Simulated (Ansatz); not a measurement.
**CH₄BClOSi: single-point calculation**

System: CH₄BClOSi.
Method: RKS wB97M-V-d3bj/cc-pVTZ-DK (Ansatz 0.2.0).

Some settings of this run were made unusual or wrong on purpose. The geometry comes from this level: PBE0-D4/def2-TZVP. Figures and captions count atoms from 1; the log counts them from 0 in places.

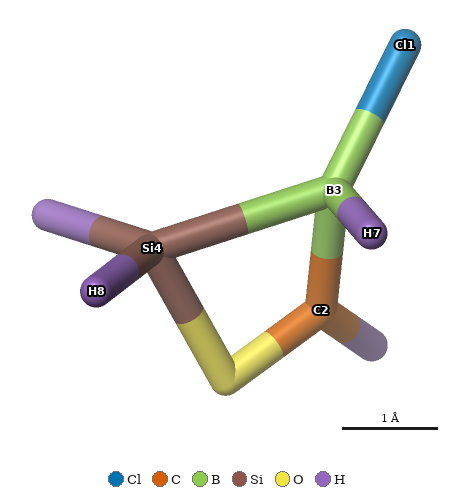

The structure as given in the input (stick view, seen at a tilt; atoms are numbered from 1 in the order of the input).

### Outcome

- outcome: converged
- total energy: −24263.2764 eV
- SCF solution under orbital rotations: stable
- largest force (length of the vector): 15.117 eV/Å
- dipole moment: 2.62 D
- hardware: 4 threads of Arm Neoverse V1, 23 GiB of memory available, shared host
- wall time: 9.5 s (CPU time 36 s)
- peak memory: 0.72 GiB

### Diagnosis

The input was spoiled on purpose: grid. The program still converged, but the numbers can't be taken as results for the intended system.

### Input
```yaml
crystal:
  periodic: [false, false, false]
  atoms:
    - {symbol: Cl, position_ang: [-0.238911, 2.258541, 1.448008]}
    - {symbol: C, position_ang: [-0.190119, 0.588012, -0.981512]}
    - {symbol: B, position_ang: [0.315922, 0.870670, 0.453535]}
    - {symbol: Si, position_ang: [-0.065372, -1.129426, 0.448055]}
    - {symbol: O, position_ang: [-0.100921, -0.672825, -1.274816]}
    - {symbol: H, position_ang: [-0.641134, 1.215035, -1.760579]}
    - {symbol: H, position_ang: [1.519208, 0.712694, 0.332587]}
    - {symbol: H, position_ang: [0.919415, -2.225196, 0.643627]}
    - {symbol: H, position_ang: [-1.429590, -1.663804, 0.673994]}
basis:
  gaussian: {orbitals: cc-pVTZ-DK, final_grid: {core_spheres: 1, valence_spheres: 1, degree: 5}}
hamiltonian: {xc: {name: wB97M-V}}
scf: {lower_state_search: light}
output: {forces: true}
```

Run as:
```bash
ansatz run in.yaml --threads 4 --pin off --events-out ev --progress --plain --max-ram 10444MiB
```

### Log
```
Functional definition: wB97M-V
  name "wB97M-V"
  cite "Mardirossian & Head-Gordon, J. Chem. Phys. 144, 214110 (2016) doi:10.1063/1.4952647"
  cite "Becke, J. Chem. Phys. 107, 8554 (1997) doi:10.1063/1.475007"
  cite "Vydrov & Van Voorhis, J. Chem. Phys. 133, 244103 (2010) doi:10.1063/1.3521275"
  # Of w^i u^j: cxij and so on, Table III.
  parameter omega = 0.3/bohr
  parameter cx = 0.15
  parameter cx01 = 1.007
  parameter cx10 = 0.259
  parameter css00 = 0.443
  parameter css04 = -1.437
  parameter css10 = -4.535
  parameter css20 = -3.390
  parameter css43 = 4.278
  parameter cos00 = 1.000
  parameter cos10 = 1.358
  parameter cos20 = 2.924
  parameter cos21 = -8.812
  parameter cos60 = -1.390
  parameter cos61 = 9.142
  parameter b = 6.0
  parameter c = 0.01
  gx(w, u) = 1 - cx + cx01*u + cx10*w
  gss(w, u) = css00 + css04*u^4 + css10*w + css20*w^2 + css43*w^4*u^3
  gos(w, u) = cos00 + cos10*w + (cos20 + cos21*u)*w^2 + (cos60 + cos61*u)*w^6
  exchange = spin_sum(e_x_unif_sr(omega)*gx(b97_w, b97_u_x)) + cx*exact_x_sr(omega) + exact_x_lr(omega)
  correlation = spin_sum(e_c_pw_mod_same_spin*gss(b97_w, b97_u_same))
      + integral(e_c_pw_mod_opposite_spin*gos(b97_w_opposite, b97_u_opposite)) + vv10(b, c)
1357 factors; their error is unknown
282 factors; integrals over basis functions are off by at most 2.0e-5 eV
mean field evaluation 1: about -24279.6507 eV, gradient 3.4e1 eV
mean field evaluation 2: about -24279.8450 eV, gradient 3.7e1 eV
mean field evaluation 4: about -24282.0144 eV, gradient 2.0e0 eV
mean field evaluation 8: about -24263.0846 eV, gradient 8.4e0 eV
mean field evaluation 16: about -24263.2761 eV, gradient 2.9e-3 eV
mean field -24263.27613609 eV, -891.6589517621 hartree, gradient 5.7e-5 eV, S^2 0.000000; 0 other end points of the search recorded, 0 dependent functions left out
the calculation of the forces begins
reference -24263.27641683 eV, -891.6589620790 hartree; 27, 27 occupied and 187, 187 virtual orbitals, 1357 factors
Total energy: -24263.27641683 eV, -891.6589620790 hartree
Relativity: scalar
Atom 0 at    -0.238911     2.258541     1.448008 Å, force     0.706026    -2.625067    -3.093363 eV/Å
Atom 1 at    -0.190119     0.588012    -0.981512 Å, force     1.297360    -8.743626     2.926425 eV/Å
Atom 2 at     0.315922     0.870670     0.453535 Å, force    -1.426795    -1.941233    -6.310423 eV/Å
Atom 3 at    -0.065372    -1.129426     0.448055 Å, force    -0.101772     1.271550    -3.835246 eV/Å
Atom 4 at    -0.100921    -0.672825    -1.274816 Å, force    -0.735146    13.082093     7.539261 eV/Å
Atom 5 at    -0.641134     1.215035    -1.760579 Å, force     1.620123    -2.406204     2.811168 eV/Å
Atom 6 at     1.519208     0.712694     0.332587 Å, force    -1.896245     0.373382     0.344403 eV/Å
Atom 7 at     0.919415    -2.225196     0.643627 Å, force    -0.468461     0.316520    -0.025561 eV/Å
Atom 8 at    -1.429590    -1.663804     0.673994 Å, force     1.004911     0.672585    -0.356665 eV/Å
Dipole moment:    -0.180702    -0.320424    -0.404146 e Å
```
